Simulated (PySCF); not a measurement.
C₅H₅, SMILES [CH]1C=CC=C1, doublet at its PBE0/def2-SVP optimised geometry (Å):

```
10

C     -0.6742    -1.1833     0.0000
C      0.7600    -1.1833     0.0000
C      1.1624     0.1269     0.0000
C     -0.0415     0.9827     0.0000
C     -1.1459     0.1715     0.0000
H     -1.3069    -2.0735     0.0000
H      1.3976    -2.0661     0.0000
H      2.1894     0.4948     0.0000
H     -0.0317     2.0735     0.0000
H     -2.1894     0.4830     0.0000
```

Computed with unrestricted PBE0/def2-TZVP (PySCF).

Map of the log10 of the electron density (e/bohr³), floored at −4 on the plane z = 1.5 Å:

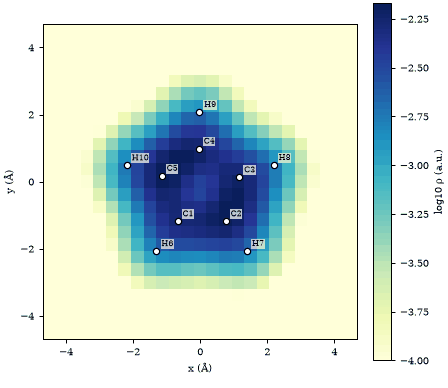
Fig. 1. Log10 of the electron density (e/bohr³), floored at −4 on the plane z = 1.5 Å.
